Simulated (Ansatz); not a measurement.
**C2H7ClOSn: density, localisation and related maps**

The calculation's input:

```
crystal:
  periodic: [false, false, false]
  atoms:
    - { symbol: Sn, position_ang: [0.0, 0.0, 0.0] }
    - { symbol: Cl, position_ang: [0.0, 0.0, 2.41] }
    - { symbol: C, position_ang: [2.0274, 0.0, -0.716] }
    - { symbol: H, position_ang: [2.3751, -1.0463, -0.8441] }
    - { symbol: H, position_ang: [2.076, 0.5276, -1.6913] }
    - { symbol: H, position_ang: [2.6794, 0.5187, 0.0175] }
    - { symbol: O, position_ang: [-0.9232, 1.5994, -0.6527] }
    - { symbol: H, position_ang: [-1.881, 1.3686, -0.8751] }
    - { symbol: C, position_ang: [-1.0126, -1.7544, -0.716] }
    - { symbol: H, position_ang: [-1.5123, -2.2661, 0.1329] }
    - { symbol: H, position_ang: [-1.7727, -1.4617, -1.4701] }
    - { symbol: H, position_ang: [-0.2768, -2.4431, -1.1811] }
basis:
  gaussian: { orbitals: def2-SVP }
hamiltonian:
  xc: pbe
relax:
  f_tol: 0.02
  max_steps: 40
output:
  orbitals: {}
```

Run with:

```sh
ansatz run input.yaml --threads 2 --pin off --max-ram 3072MiB --backend cpu --events-out ev --progress --plain --runs-dir out
```

The fields are those of the run's last geometry, not of the input's.

Core potentials replace the inner electrons of Sn.

The calculation used RKS PBE/def2-SVP (Ansatz).

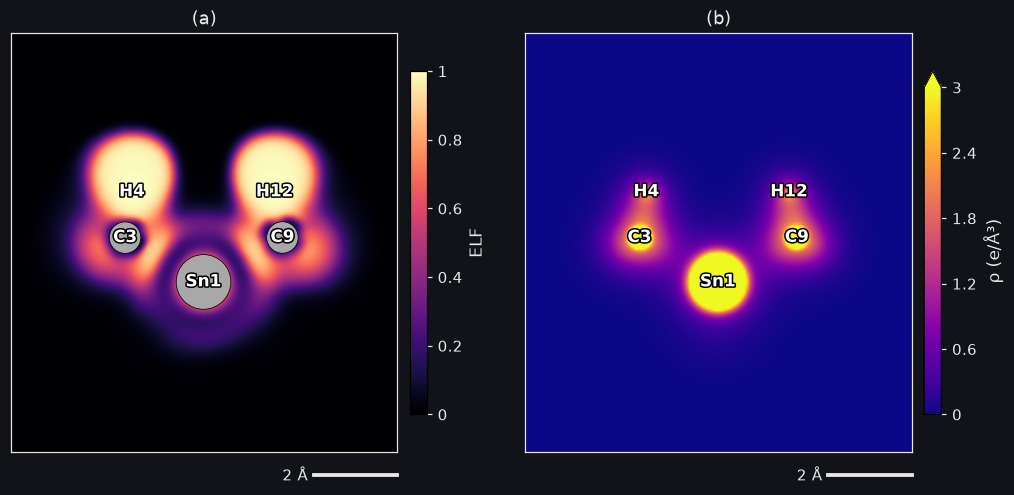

Figure 1. (a) ELF; (b) electron density on the plane of atoms Sn1, C3 and H4. Grey discs cover the atomic cores in the ELF map.

### Interpret the plot.

- The section cuts through Sn, C and H sites.
- C–Sn (2.15 Å): ρ at the midpoint is about 0.68 e/Å³; the ELF peaks at about 0.90 in the valence shell of C, 0.6 Å from its nucleus, and drops to about 0.20 between the two atoms.
- C–H (1.11 Å): the density is about 1.9 e/Å³ at the midpoint; the ELF climbs to about 1 towards the hydrogen, as it does in any bond to H (an ordinary covalent bond to hydrogen).

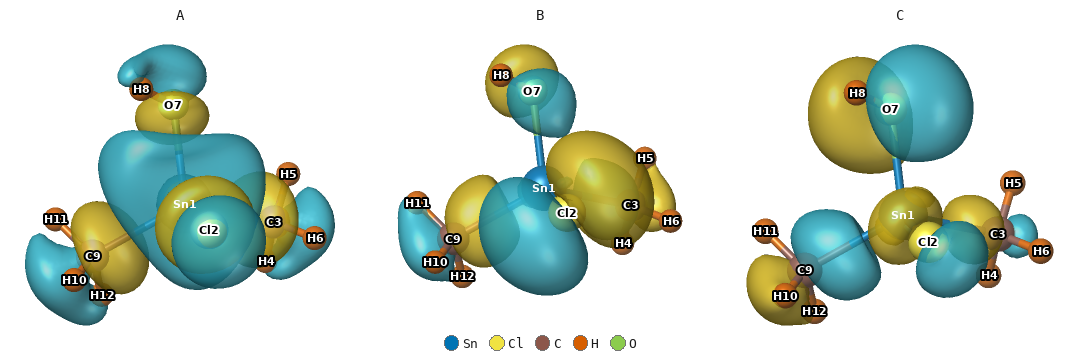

Figure 2. Three frontier orbitals at ±0.08 Å⁻³ᐟ² (yellow and cyan are the two phases), in no order.

### Which picture is the HOMO−1, the HOMO and the LUMO?

B is the HOMO−1 (−6.70 eV). It lies mainly on Cl2 (about 70 %), O7 (about 10 %), Sn1 (about 5 %) and C9 (about 5 %); largely a lone pair of Cl2. C is the HOMO (−6.37 eV). Its weight (Hirshfeld) is mainly on O7 (about 70 %), Sn1 (about 10 %), C9 (about 10 %) and Cl2 (about 5 %); largely a lone pair of O7. A is the LUMO (−1.42 eV). By Hirshfeld shares it lies mainly on Sn1 (about 35 %), Cl2 (about 20 %), C9 (about 15 %), O7 (about 10 %) and C3 (about 10 %).

### What is the HOMO–LUMO gap?

4.95 eV between the orbital energies.

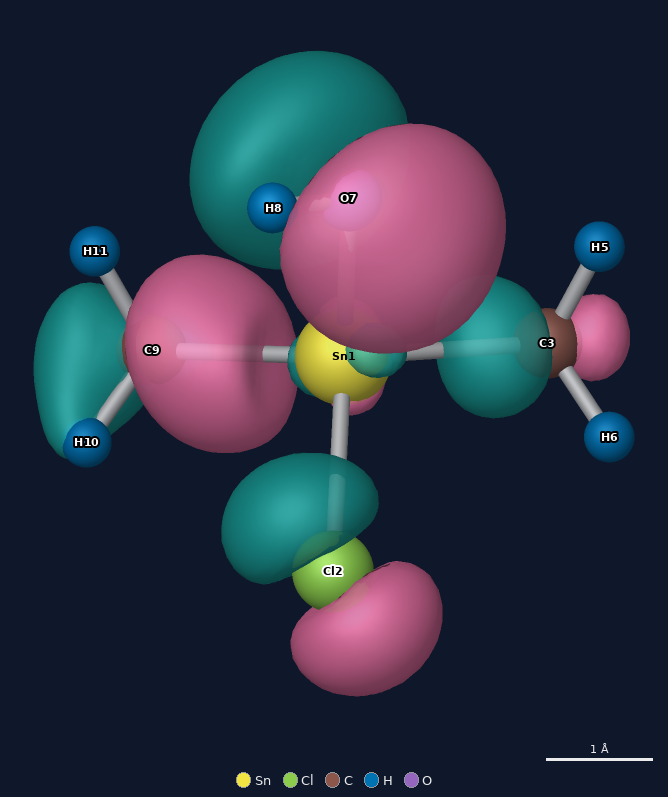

Figure 3. One frontier orbital at ±0.08 Å⁻³ᐟ² (teal and pink are the two phases), seen from one side.

### Which orbital is it: HOMO or LUMO?

The HOMO, at −6.37 eV. By Hirshfeld shares it lies mainly on O7 (about 70 %), Sn1 (about 10 %), C9 (about 10 %) and Cl2 (about 5 %); largely a lone pair of O7.
